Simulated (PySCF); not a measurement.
# C₃H₁₂ClNSi₂ (SMILES CC(C)N([SiH3])[SiH2]Cl): what the fields show

```xyz
19

C    -1.3459   -0.4343    1.2653
C    -0.8409   -0.1840   -0.1543
C    -1.4285    1.1010   -0.7284
N     0.6181   -0.1899   -0.2096
Si    1.3588   -1.6477   -0.8262
Si    1.4922    1.1814    0.3732
Cl    3.3026    0.5781    1.0019
H    -0.8983   -1.3420    1.6619
H    -1.0835    0.3950    1.9165
H    -2.4274   -0.5484    1.2629
H    -1.1871   -1.0156   -0.7792
H    -2.5088    1.0079   -0.8137
H    -1.0150    1.2885   -1.7159
H    -1.2012    1.9503   -0.0899
H     0.5486   -2.0626   -1.9742
H     2.7155   -1.3317   -1.2466
H     1.3398   -2.6893    0.2066
H     0.8413    1.7877    1.5322
H     1.7100    2.1649   -0.6899
```

Geometry: GFN2-xTB.

All numbers below come from PySCF 2.14.0, PBE0/pcSseg-1, SCF density, gas phase, non-relativistic.

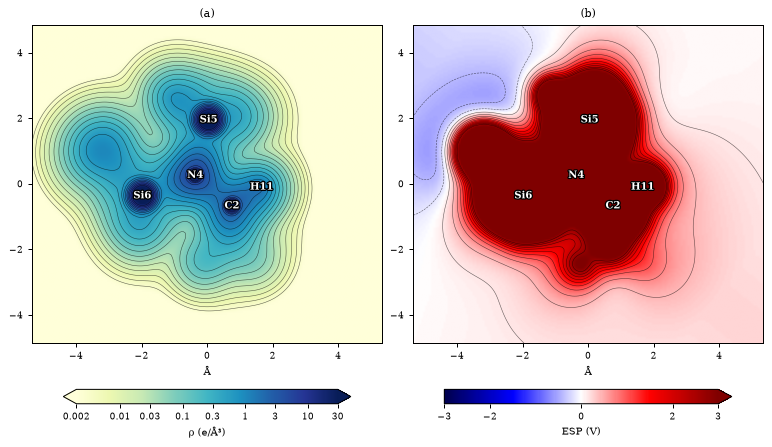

Figure 1. (a) electron density; (b) molecular electrostatic potential on the plane of atoms Si5, N4 and Si6.

Describe what can be read from this map.

- The section cuts through C, N, Si and H sites.
- C–N (1.46 Å): ρ is about 1.8 e/Å³ halfway.
- Si–N (1.73 Å): the density is about 1.1 e/Å³ at the midpoint.
- C–H (1.10 Å): the density is about 2 e/Å³ at the midpoint.
- Outside the dense part of the molecule the potential is most negative (−0.6 V) near Cl7, which lies off the plane.

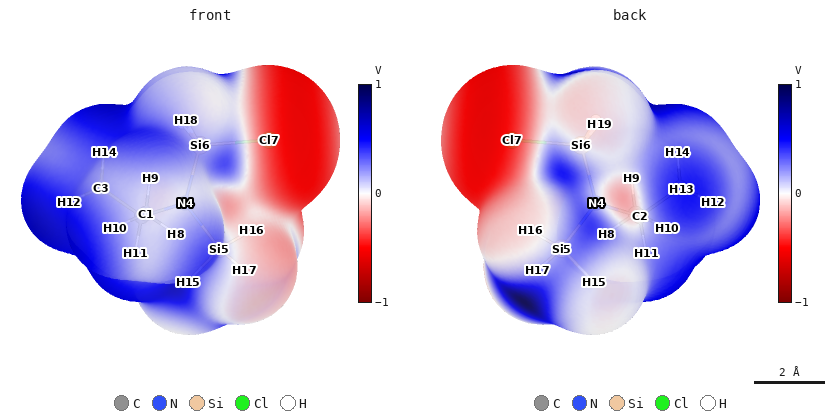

Figure 2. The electrostatic potential painted on the density surface at 0.001 e/bohr³, seen from the front and from behind; the colour scale runs from red (negative) to blue (positive).

Which sites attract a positive test charge, and which a negative one?

A positive charge is drawn to the negative regions and a negative charge to the positive ones. The most negative region (about −0.6 V, or −14 kcal/mol for a unit charge) lies over Cl7, the most positive (about +0.9 V, or +21 kcal/mol for a unit charge) over Si5.

How polar is the molecule by this calculation?

Its dipole moment is 2.30 D.
